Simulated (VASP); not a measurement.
Band structure of Sn$_{6}$C$_{2}$ (ordered alloy cell). Level of theory: PBEsol GGA, VASP's PBE PAW potentials (set 64) (plane waves; VASP 6.6.1).

Unless said otherwise, spin-orbit coupling is left out, though it shifts the bands of the heavy elements here.

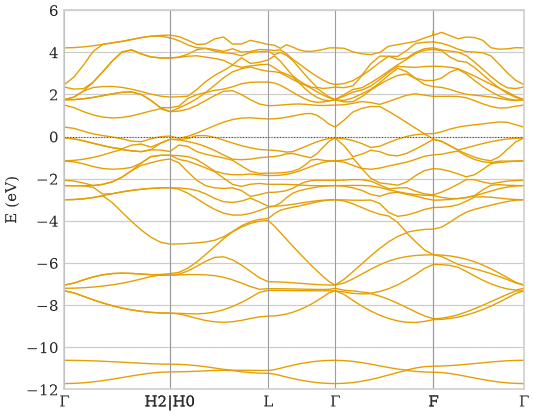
Bands along high-symmetry lines, zero at the valence-band maximum or, without a gap, the Fermi level

### Question
Read the plot: is there a gap, and where are the band edges?

### Answer
It has no gap at this level: it comes out as a metal or semimetal. (Edges off the drawn lines would not show.)

The structure was generated: Sn6C2 was put into an ordered model structure (R-3m), which need not be its known phase. It was relaxed first, which changed the volume by +18 %.
